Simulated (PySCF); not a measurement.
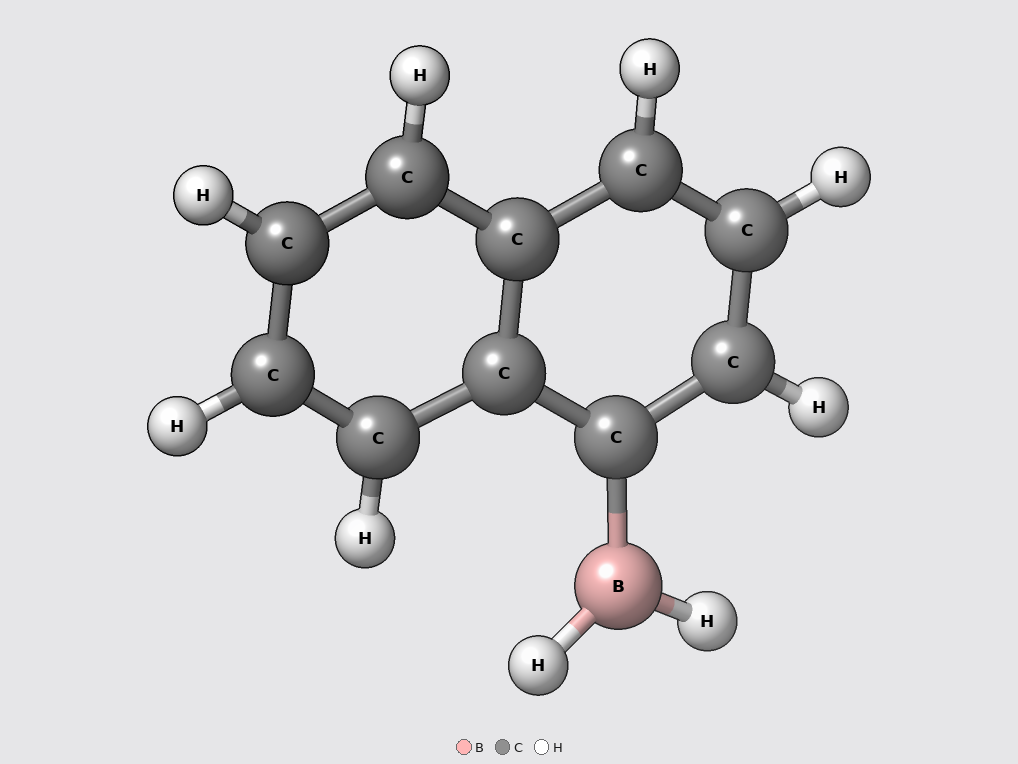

The picture shows a molecular structure as a ball-and-stick model. Every bond is drawn as one stick, whatever its order.

The computed structure is the end point of a GFN2-xTB optimisation. No frequency run is at hand to confirm it as a minimum.

What does the picture show?

The molecule is C10H9B. As SMILES it reads `Bc1cccc2ccccc12`. Independent rings (smallest set): 2 of 6 members, 2 of them aromatic. Among its groups: B–H bond. The point group is C1. Coordination: 1 B trigonal planar; 10 C trigonal planar.

More results for the same structure follow; atom numbers are the same in all pictures, views and colours differ.

Shape

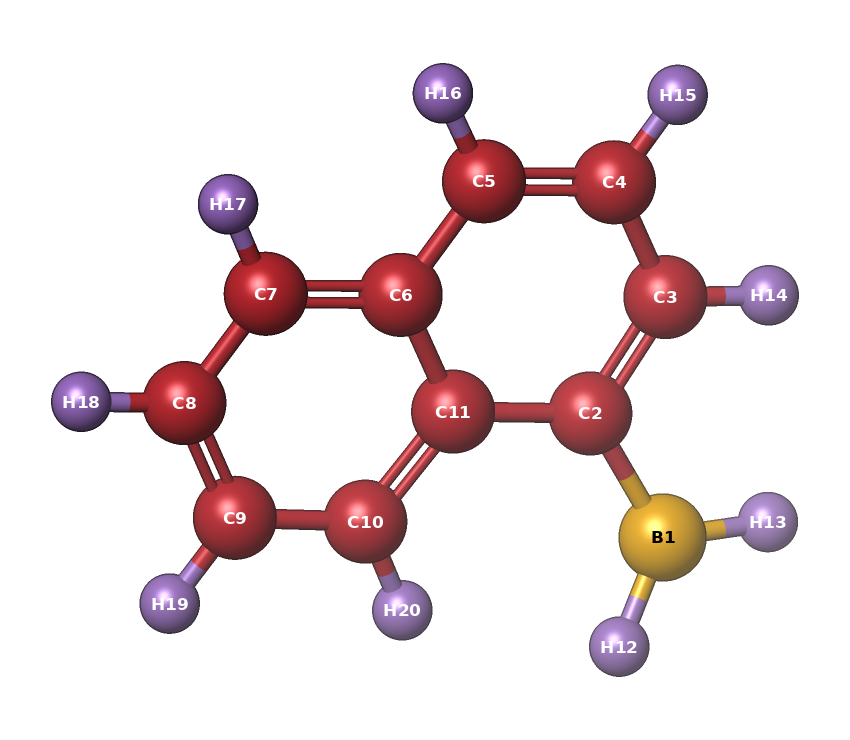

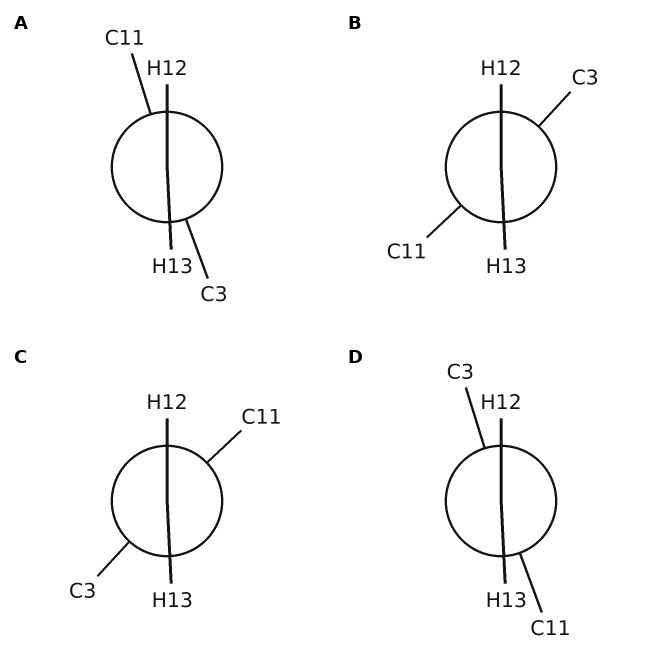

Atoms fade into the background with distance from the viewer. Bonds that would overlap in a projection are set slightly apart. No frequency run is at hand to confirm it as a minimum.

Which Newman projection shows the view along B1–C2, with B1 in front?

A. The torsion angle H12–B1–C2–C3 is 163°, antiperiplanar (anti).

Ring current

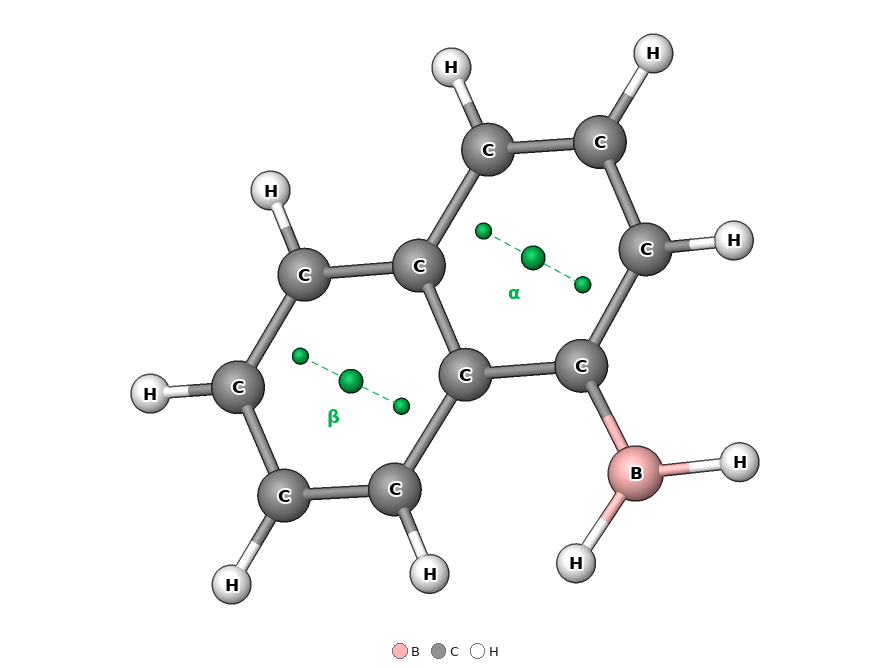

The small points mark where nucleus-independent chemical shifts (NICS) were computed: at the centre of each lettered ring and 1 Å above and below it. No frequency run is at hand to confirm it as a minimum. Level of theory: GIAO PBE0/pcSseg-1 NMR shielding, non-relativistic, gas phase (PySCF 2.14.0).

Give NICS(0), NICS(1) and the out-of-plane component NICS(1)zz for each ring (means of the two sides).

| ring | members | NICS(0) | NICS(1) | NICS(1)zz |
| --- | --- | --- | --- | --- |
| α | C6 | −7.0 | −10.9 | −26.6 |
| β | C6 | −8.8 | −11.9 | −30.0 |

Values in ppm.

What do the values say about the ring currents?

Ring α: diatropic, as in an aromatic ring. Ring β: diatropic, as in an aromatic ring. NICS is one index among several.

Electronic properties

No frequency run is at hand to confirm it as a minimum. Level of theory: PBE0/pcSseg-1, gas phase (PySCF 2.14.0).

Give the LUMO energy (Kohn–Sham orbital) at this level.

−2.19 eV.

What is the HOMO energy (Kohn–Sham orbital)?

−6.63 eV.

What is the dipole moment?

1.63 D.

NMR shielding

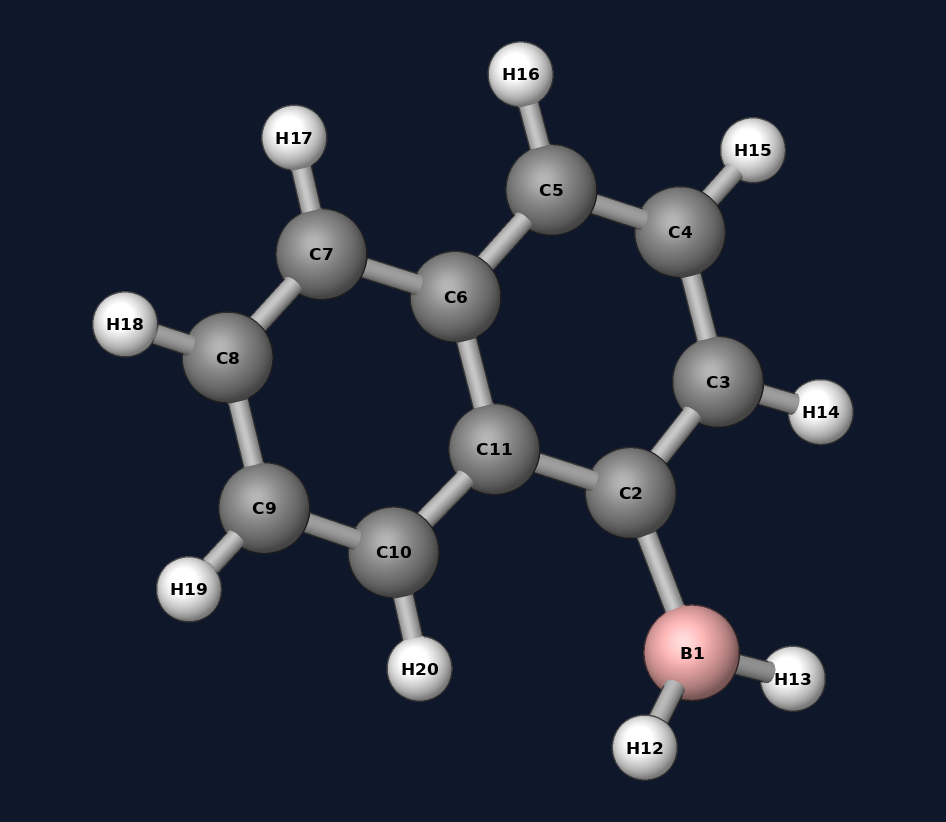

No frequency run is at hand to confirm it as a minimum. Properties computed with GIAO PBE0/pcSseg-1 NMR shielding, non-relativistic, gas phase (PySCF 2.14.0). Principal shieldings σ11 ≤ σ22 ≤ σ33, span Ω = σ33 − σ11, skew κ = 3(σiso − σ22)/Ω.

Give the shielding tensors of the B atoms.

| atom | σ11 | σ22 | σ33 | σiso | Ω | κ |
| --- | --- | --- | --- | --- | --- | --- |
| B1 | −22.0 | −16.8 | 122.9 | 28.0 | 144.9 | 0.93 |

Shieldings and span in ppm.

Quadrupole coupling

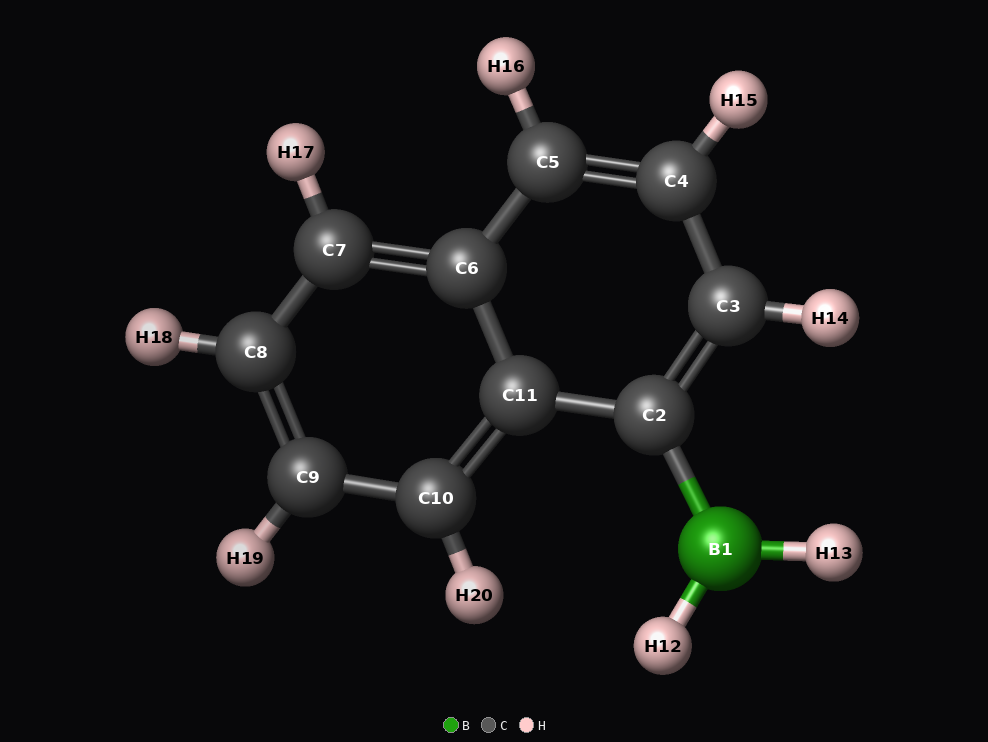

No frequency run is at hand to confirm it as a minimum. Electric field gradients from the ground-state density, PBE0/pcSseg-1 (PySCF 2.14.0), non-relativistic apart from any core potentials.

Give the largest field-gradient component, the quadrupole coupling constant and the asymmetry for 11B at B1 (Q = 40.59 mb).

| atom | V_zz (a.u.) | e²qQ/h (MHz) | η |
| --- | --- | --- | --- |
| B1 | 0.595 | 5.68 | 0.03 |

The geometry is semi-empirical. Around B such bond lengths and angles can be off by a tenth of an ångström or more and by several degrees, and values that hang on the shape move with them.
